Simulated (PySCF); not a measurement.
## Two runs on C$_{3}$H$_{5}$AlCl$_{2}$

System: C$_{3}$H$_{5}$AlCl$_{2}$.
Method of run A: GIAO PBE0/STO-3G NMR shielding, non-relativistic, gas phase (PySCF 2.14.0).

The geometry comes from this level: PBE0-D3(BJ)/def2-SVP. Text and figures count atoms from 1; the logs count them from 0 in places.

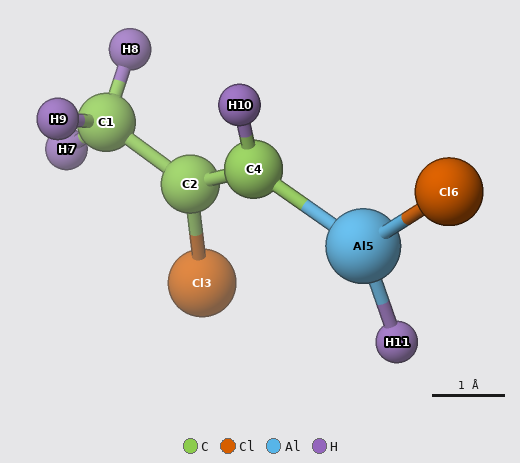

Figure 1. The input geometry (ball-and-stick view, seen at a tilt; atoms are numbered from 1 in the order of the input). Sticks mark near contacts. Bond lengths as drawn: Al–C 1.93 Å, Al–Cl 2.11 Å, Al–H 1.57 Å, C–C 1.34 to 1.50 Å, C–Cl 1.75 Å and C–H 1.10 Å.

Input, run A:
```
{"job": {"kind": "nmr", "xc": "PBE0", "basis": "STO-3G", "pop": true}, "charge": 0, "multiplicity": 1}
C     -1.972797    -0.145679     0.252448
C     -0.502225    -0.429160     0.151281
Cl    -0.115996    -2.135838     0.057256
C      0.479518     0.486509     0.124703
Al     2.377640     0.160628    -0.027960
Cl     3.565375     1.905743    -0.156150
H     -2.569790    -1.064842     0.232111
H     -2.290706     0.497347    -0.582566
H     -2.190737     0.392880     1.187582
H      0.122389     1.524339     0.182149
H      3.135882    -1.217927    -0.081833
```

The first line tells a small driver script what to run in PySCF; the rest is the geometry in Å.

Command:
```bash
OMP_NUM_THREADS=1 python <driver script> task.json out
```

Hardware: 1 CPU thread, shared host.

Output (run A):
```
coarse grid: 11232 points
cycle   1  E = -1265.3451101839  dE = -2.544e-01  |g| = 4.639e-01  |ddm| = 4.156e+00
cycle   2  E = -1265.3064369261  dE =  3.867e-02  |g| = 6.311e-01  |ddm| = 1.551e+00
cycle   3  E = -1265.4247985354  dE = -1.184e-01  |g| = 1.217e-01  |ddm| = 8.873e-01
cycle   4  E = -1265.4299994257  dE = -5.201e-03  |g| = 1.269e-02  |ddm| = 1.978e-01
cycle   5  E = -1265.4300539559  dE = -5.453e-05  |g| = 3.134e-03  |ddm| = 2.248e-02
cycle   6  E = -1265.4300571091  dE = -3.153e-06  |g| = 8.683e-04  |ddm| = 5.563e-03
final grid: 95872 points
cycle   7  E = -1265.3701459579  dE = -3.691e-06  |g| = 2.843e-03  |ddm| = 1.021e-02
cycle   8  E = -1265.3701451438  dE =  8.141e-07  |g| = 3.335e-03  |ddm| = 8.097e-03
cycle   9  E = -1265.3701484672  dE = -3.323e-06  |g| = 8.685e-04  |ddm| = 4.754e-03
cycle  10  E = -1265.3701486963  dE = -2.291e-07  |g| = 3.892e-05  |ddm| = 1.120e-03
cycle  11  E = -1265.3701486969  dE = -6.139e-10  |g| = 1.589e-05  |ddm| = 9.963e-05
converged SCF energy = -1265.3701486969

GIAO shielding tensors (ppm)
atom      isotropic    diamagn.    paramagn.     s11        s22        s33       span
  0 C      206.928     244.135     -37.207    190.030    201.877    228.877     38.847
  1 C      104.808     253.966    -149.158     24.426    133.049    156.951    132.524
  2 Cl     897.063    1129.097    -232.034    794.513    861.723   1034.954    240.441
  3 C      114.046     255.294    -141.248     19.365    109.161    213.611    194.246
  4 Al     375.205     780.792    -405.586    316.487    378.309    430.820    114.332
  5 Cl    1120.637    1130.094      -9.458   1028.708   1049.557   1283.645    254.937
  6 H       30.891      29.354       1.537     24.800     30.431     37.442     12.642
  7 H       30.523      29.733       0.790     26.061     28.125     37.383     11.323
  8 H       30.518      29.427       1.091     26.153     28.021     37.381     11.229
  9 H       26.423      32.542      -6.120     23.803     23.884     31.581      7.778
 10 H       28.746      29.943      -1.198     25.014     28.813     32.409      7.395
```

For run B the input was changed thus:
```diff
-"basis": "STO-3G"
+"basis": "IGLO-III"
```

What does this change do to the results?

The total energy of run B is 9003.4 kcal/mol lower, which measures the change of basis and not a stability. The HOMO goes from −5.66 to −7.53 eV. The LUMO goes from 1.75 to −1.74 eV. The dipole moment goes from 2.39 to 2.61 D. Of all shieldings, the largest change is that of Cl3, by −304.8 ppm. The SCF takes 14 iterations against 11. The basis functions go from 47 to 287.

Output (run B):
```
coarse grid: 11232 points
cycle   1  E = -1279.6398019972  dE =  3.279e-01  |g| = 5.204e-01  |ddm| = 2.849e+00
cycle   2  E = -1279.6048592636  dE =  3.494e-02  |g| = 6.261e-01  |ddm| = 9.979e-01
cycle   3  E = -1279.6927206630  dE = -8.786e-02  |g| = 1.544e-01  |ddm| = 5.077e-01
cycle   4  E = -1279.6980144351  dE = -5.294e-03  |g| = 6.606e-02  |ddm| = 1.791e-01
cycle   5  E = -1279.6990532120  dE = -1.039e-03  |g| = 8.704e-03  |ddm| = 4.357e-02
cycle   6  E = -1279.6990692506  dE = -1.604e-05  |g| = 3.941e-03  |ddm| = 1.729e-02
cycle   7  E = -1279.6990724522  dE = -3.202e-06  |g| = 1.079e-03  |ddm| = 5.166e-03
final grid: 95872 points
cycle   8  E = -1279.7179178930  dE = -8.631e-05  |g| = 6.299e-03  |ddm| = 4.361e-02
cycle   9  E = -1279.7179145814  dE =  3.312e-06  |g| = 6.701e-03  |ddm| = 1.084e-02
cycle  10  E = -1279.7179248401  dE = -1.026e-05  |g| = 1.749e-03  |ddm| = 5.386e-03
cycle  11  E = -1279.7179255171  dE = -6.769e-07  |g| = 4.066e-04  |ddm| = 1.265e-03
cycle  12  E = -1279.7179255502  dE = -3.318e-08  |g| = 1.610e-04  |ddm| = 3.327e-04
cycle  13  E = -1279.7179255564  dE = -6.188e-09  |g| = 3.400e-05  |ddm| = 2.044e-04
cycle  14  E = -1279.7179255567  dE = -3.042e-10  |g| = 7.577e-06  |ddm| = 3.126e-05
converged SCF energy = -1279.7179255567

GIAO shielding tensors (ppm)
atom      isotropic    diamagn.    paramagn.     s11        s22        s33       span
  0 C      153.099     249.593     -96.495    121.529    148.936    188.831     67.302
  1 C        6.079     248.633    -242.554   -122.647     46.165     94.720    217.367
  2 Cl     592.284    1147.405    -555.121    354.705    464.862    957.285    602.580
  3 C       48.224     257.011    -208.787    -58.735     60.708    142.699    201.435
  4 Al     359.414     798.784    -439.370    318.245    354.996    405.002     86.756
  5 Cl     888.374    1149.445    -261.071    697.405    978.295    989.421    292.015
  6 H       29.467      28.727       0.740     24.703     29.913     33.784      9.081
  7 H       28.737      29.395      -0.658     25.182     27.560     33.469      8.287
  8 H       28.717      28.923      -0.206     25.225     27.468     33.458      8.233
  9 H       25.608      32.614      -7.006     21.939     24.471     30.413      8.474
 10 H       26.046      28.137      -2.091     21.757     25.900     30.480      8.723
```

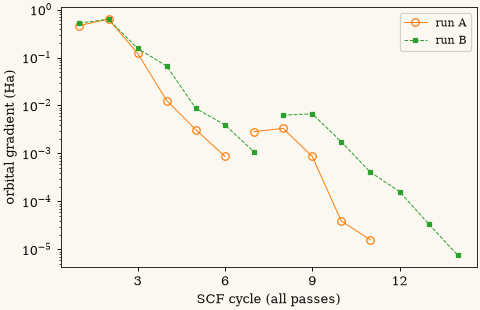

Figure 2. Convergence of the two runs: orbital gradient against the SCF cycle. A break in a curve parts two SCF passes (coarse and final grid). Run A takes 11 cycles in all, and run B takes 14.

The two runs side by side:

| quantity | run A | run B |
| --- | --- | --- |
| outcome | converged | converged |
| total energy (hartree) | −1265.370149 | −1279.717926 |
| HOMO (eV) | −5.66 | −7.53 |
| LUMO (eV) | 1.75 | −1.74 |
| dipole moment (D) | 2.39 | 2.61 |
| shielding of C1 (ppm) | 206.9 | 153.1 |
| shielding of C2 (ppm) | 104.8 | 6.1 |
| shielding of Cl3 (ppm) | 897.1 | 592.3 |
| shielding of C4 (ppm) | 114.0 | 48.2 |
| shielding of Al5 (ppm) | 375.2 | 359.4 |
| shielding of Cl6 (ppm) | 1120.6 | 888.4 |
| shielding of H11 (ppm) | 28.7 | 26.0 |
| SCF iterations | 11 | 14 |
| basis functions | 47 | 287 |
| wall time (shared host) | 5.7 s | 60 s |
